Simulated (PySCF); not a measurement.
**KN₂: structure of the quartet**

Where does quartet KN₂ go from a side-on start, is the end point a minimum, and what are its modes, charges and moments?

Program: PySCF 2.14.0. Level of theory: PBE0, basis K def2-TZVP, N def2-TZVP, no relativity, density fitting. These are calculated values, not measurements.

### Step 1. Starting geometry

3 atoms, charge 0, spin multiplicity 4.

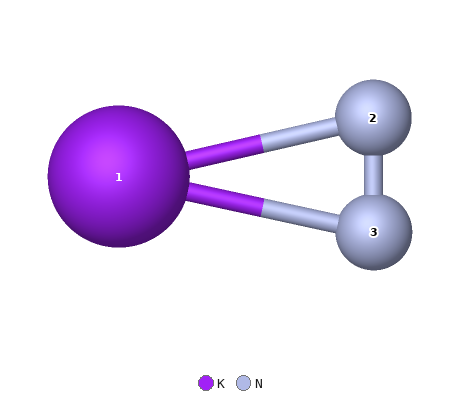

The starting geometry (potassium purple, nitrogen light blue); atoms are numbered from 1 in the order of the file.

Coordinates in bohr (charge 0 multiplicity 4):
```
K     0.0000    0.0000    0.0000
N     1.1338    0.0000    5.0716
N    -1.1338    0.0000    5.0716
```

### Step 2. Finding the electronic state

The steps below are one call of a driver around PySCF. For each, scf.py gives the equivalent set-up of the SCF; relaxations use the driver's own optimiser. After this first run the driver tries any further starts and a stability analysis.

Contents of scf.py:

```python
from pyscf import gto, scf, dft
mol = gto.M(atom='''
K      0.000000     0.000000     0.000000
N      0.600000     0.000000     2.683800
N     -0.600000     0.000000     2.683800''',
    basis={'K': 'def2-TZVP', 'N': 'def2-TZVP'},
    charge=0, spin=3)
mf = dft.UKS(mol, xc='PBE0')
mf.grids.atom_grid = (50, 194)
aux = {'K': 'def2-universal-JKFIT', 'N': 'def2-universal-JKFIT'}
mf = mf.density_fit(auxbasis=aux)
mf.conv_tol = 1e-08
mf.diis_space = 10
mf.max_cycle = 60
mf.init_guess = 'minao'
mf.verbose = 4
mf.kernel()
```

Command:

```bash
OMP_NUM_THREADS=2 python axn.py task.json out
```

Standard output:

```text
init E= -709.119058923054
[... the frontier-level lines of each cycle are left out ...]
cycle= 1 E= -708.914556551124  delta_E= 0.205  |g|= 0.157  |ddm|= 1.36
cycle= 2 E= -708.754458790903  delta_E= 0.16  |g|= 0.481  |ddm|= 1.27
cycle= 3 E= -708.931940291667  delta_E= -0.177  |g|= 0.0795  |ddm|= 1.23
cycle= 4 E= -708.936119496352  delta_E= -0.00418  |g|= 0.0421  |ddm|= 0.0684
cycle= 5 E= -708.937784479313  delta_E= -0.00166  |g|= 0.0235  |ddm|= 0.048
cycle= 6 E= -708.93910246673  delta_E= -0.00132  |g|= 0.00941  |ddm|= 0.0605
cycle= 7 E= -708.939772329528  delta_E= -0.00067  |g|= 0.00774  |ddm|= 0.045
cycle= 8 E= -708.940465036793  delta_E= -0.000693  |g|= 0.00526  |ddm|= 0.0597
cycle= 9 E= -708.940837097416  delta_E= -0.000372  |g|= 0.00385  |ddm|= 0.0556
cycle= 10 E= -708.940850863715  delta_E= -1.38e-05  |g|= 0.00239  |ddm|= 0.00707
cycle= 11 E= -708.940965875554  delta_E= -0.000115  |g|= 0.00178  |ddm|= 0.0434
cycle= 12 E= -708.940972401568  delta_E= -6.53e-06  |g|= 0.00074  |ddm|= 0.00837
cycle= 13 E= -708.940973309765  delta_E= -9.08e-07  |g|= 0.000247  |ddm|= 0.00283
cycle= 14 E= -708.940973445432  delta_E= -1.36e-07  |g|= 4.68e-05  |ddm|= 0.00144
cycle= 15 E= -708.940973447918  delta_E= -2.49e-09  |g|= 1.5e-05  |ddm|= 0.00019
Extra cycle  E= -708.940973448028  delta_E= -1.1e-10  |g|= 6.08e-06  |ddm|= 2.3e-05
converged SCF energy = -708.940973448028  <S^2> = 3.7598385  2S+1 = 4.0049162
```

This step, with its further starts and checks, needed 15 s of wall time on 2 threads of Arm Neoverse V1, shared host.

Energies from each starting density:

| start | energy (Eh) |
| --- | --- |
| the minimal-basis guess | -708.940973 |
| a thermally smeared density | -708.940973 |
| a smeared PBE density | -708.940973 |

This is not the lowest solution: one lies 14.3 kJ/mol lower, at -708.94644 Eh, and the relaxation starts from that.

### Step 3. Relaxation: side-on start, quartet

The program finds C2v symmetry in the start, which this walk keeps. Threshold on the gradient: 0.0003 Eh/bohr, with a further test on the energy change.

Changes to scf.py since step 2:

```diff
@@ -3,3 +3,3 @@
-K      0.000000     0.000000     0.000000
-N      0.600000     0.000000     2.683800
-N     -0.600000     0.000000     2.683800''',
+K      0.000000     0.000000    -1.122339
+N      0.600000     0.000000     1.561461
+N     -0.600000     0.000000     1.561461''',
@@ -15 +14,0 @@
-mf.init_guess = 'minao'
```

The optimiser's trace:

| step | energy (Eh) | change (kJ/mol) | largest symmetric gradient (Eh/bohr) |
| --- | --- | --- | --- |
| 0 | -708.946437 | 0.00 | 0.16925 |
| 1 | -708.976142 | -77.99 | 0.02457 |
| 2 | -708.978616 | -84.49 | 0.01694 |
| 3 | -708.980831 | -90.30 | 0.01594 |
| 4 | -708.982457 | -94.57 | 0.02080 |
| 5 | -708.983006 | -96.01 | 0.01270 |
| 6 | -708.983258 | -96.67 | 0.00176 |
| 7 | -708.983262 | -96.69 | 0.00011 |
| 8 | -708.983262 | -96.69 | 0.00000 |

The walk took 13 s.

Positions (Å) and forces (eV/Å) along the way:

```
step 0
K    0.000   0.000  -1.122   0.000   0.000   0.206
N    0.600   0.000   1.561   8.703   0.000  -0.103
N   -0.600   0.000   1.561  -8.703   0.000  -0.103
step 1
K    0.000   0.000  -1.108   0.000   0.000   0.941
N    0.684   0.000   1.554   1.263   0.000  -0.470
N   -0.684   0.000   1.554  -1.263   0.000  -0.470
step 4
K    0.000   0.000  -0.926   0.000   0.000   0.181
N    0.722   0.000   1.463  -1.069   0.000  -0.090
N   -0.722   0.000   1.463   1.069   0.000  -0.091
step 8
K    0.000   0.000  -0.907   0.000   0.000   0.000
N    0.705   0.000   1.454   0.000   0.000   0.000
N   -0.705   0.000   1.454   0.000   0.000   0.000
```

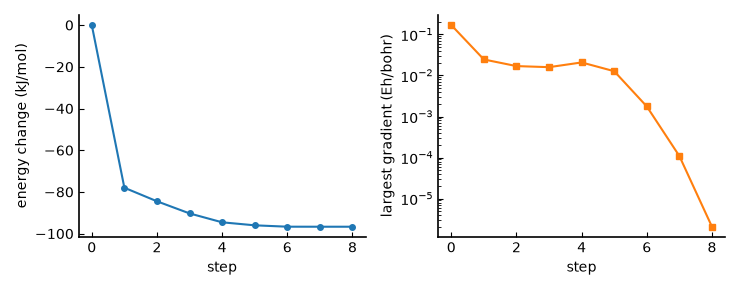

Energy and largest gradient along the walk.

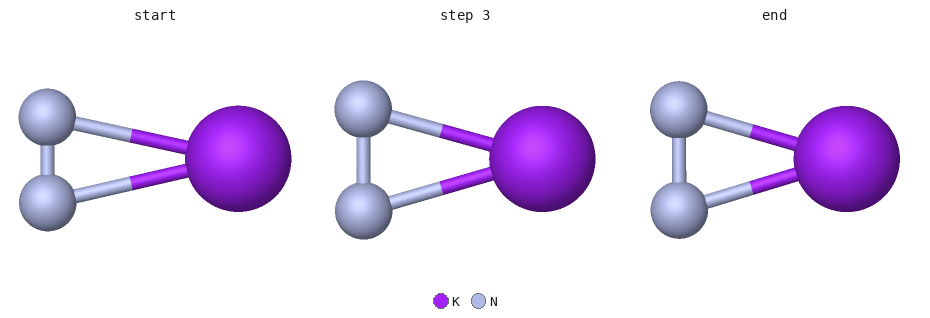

The geometry along the walk, at one scale.

End point (C2v, 8 steps, 96.7 kJ/mol gained): K–N 2.463 Å (×2), N–N 1.409 Å; K–N–N 73.4° (×2), N–K–N 33.2°.

### Step 4. Vibrations and properties at this point

The point is checked on the finer grid, and tightened if its gradient asks for it. The Hessian and the dipole derivatives come from central differences of analytic gradients, with steps of 0.02 bohr.

Changes to scf.py since step 3:

```diff
@@ -3,3 +3,3 @@
-K      0.000000     0.000000    -1.122339
-N      0.600000     0.000000     1.561461
-N     -0.600000     0.000000     1.561461''',
+K      0.000000     0.000000    -0.987971
+N      0.704309     0.000000     1.373637
+N     -0.704309     0.000000     1.373637''',
@@ -9 +9 @@
-mf.grids.atom_grid = (50, 194)
+mf.grids.atom_grid = (75, 302)
@@ -12 +12 @@
-mf.conv_tol = 1e-08
+mf.conv_tol = 1e-10
```

This SCF starts from the last density.

SCF at the final geometry:

```text
init E= -708.983257598058
[... the frontier-level lines of each cycle are left out ...]
cycle= 1 E= -708.98325759807  delta_E= -1.25e-11  |g|= 1.51e-06  |ddm|= 4.09e-06
Extra cycle  E= -708.983257598083  delta_E= -1.27e-11  |g|= 2.06e-06  |ddm|= 4.29e-06
converged SCF energy = -708.983257598083  <S^2> = 3.7670855  2S+1 = 4.0085337
```

The whole step took 26 s.

Geometry: C2v; K–N 2.464 Å (×2), N–N 1.409 Å; K–N–N 73.4° (×2), N–K–N 33.2°.

Modes, for the most abundant isotopes:

```tsv
symmetry	ω (cm⁻¹)	IR (km/mol)
b2	269	4.5
a1	295	54.4
a1	1136	20.9
```

All wavenumbers are real: a minimum.

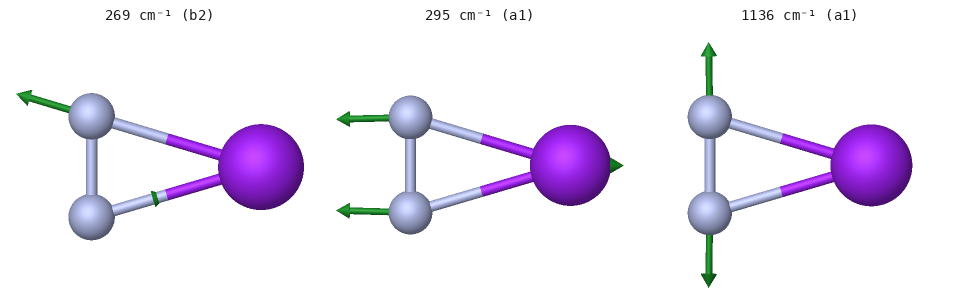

How the atoms move in 3 of the modes.

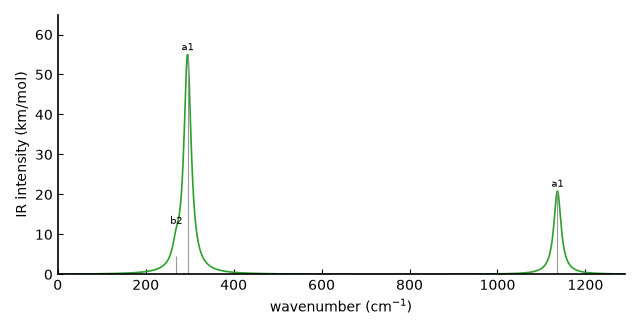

The harmonic infrared spectrum (widths in cm⁻¹). Lines are broadened to a width of 20 cm⁻¹ (Lorentzian).

Properties at this point:

```yaml
Dipole_moment: 8.77 D
Highest_occupied_level: -3.37 eV
Lowest_empty_level: -2.90 eV
Rotational_constants: 1.213, 0.1855, 0.1609 cm⁻¹
Zero-point_energy: 10.2 kJ/mol
Principal_polarisabilities: 18.7, 33.8, 35.0 bohr³
Atomisation_energy_without_zero-point_energy: 411 kJ/mol
Principal_traceless_quadrupole_moments_about_the_centre_of_mass: -4.11, 1.20, 2.90 D Å
Entropy_at_298.15_K_and_1_bar_electronic_part_spin_only: 277.6 J/(mol K)
Heat_capacity_Cp_at_298.15_K: 48.6 J/(mol K)
Enthalpy_at_298.15_K_above_0_K: 12.30 kJ/mol
Rotational_symmetry_number: 2
Spin_squared_⟨S²⟩: 3.767
```

Charges (e) and bond orders:

```tsv
atom	Mulliken	Löwdin	polar tensor	spin (Mulliken)	Mayer order to K1
K1	0.73	0.52	0.84	0.05	–
N2,3	-0.37	-0.26	-0.42	1.48	0.27
```

Outer orbital energies (eV). α occupied: -21.02, -20.84, -15.15, -9.70, -8.71, -8.21, -4.60, -3.37; empty: -1.17, 0.56, 0.57, 1.02. β occupied: -38.50, -22.26, -21.00, -20.95, -20.40, -12.14, -7.10, -6.07; empty: -2.90, -1.02, 0.65, 0.66.

Mulliken populations on K1: s 6.06, p 12.06, d 0.15.

### Step 5. What came out

| quantity | value |
| --- | --- |
| minimum | quartet, C2v |
| geometry | K–N 2.464 Å (×2), N–N 1.409 Å; K–N–N 73.4° (×2), N–K–N 33.2° |
| wavenumbers (cm⁻¹) | 269 (b2), 295 (a1), 1136 (a1) |
| dipole moment | 8.77 D |
| highest occupied, lowest empty level (either spin) | -3.37, -2.90 eV |
| polar-tensor charge of K1 | +0.84 e |
| zero-point energy | 10.2 kJ/mol |
| entropy at 298.15 K | 277.6 J/(mol K) |
| atomisation energy (no zero-point energy) | 411 kJ/mol |
| ⟨S²⟩ | 3.767 |

**Reading.** The molecule stays C2v, as typed, and the end point is a minimum. In the infrared the band at 295 cm⁻¹ (a1) leads. With 8.8 D the molecule is strongly polar. The first SCF alone would have been 14 kJ/mol too high. Other starts or spin states, not run here, may lie lower.

The search up to here took 53 s.
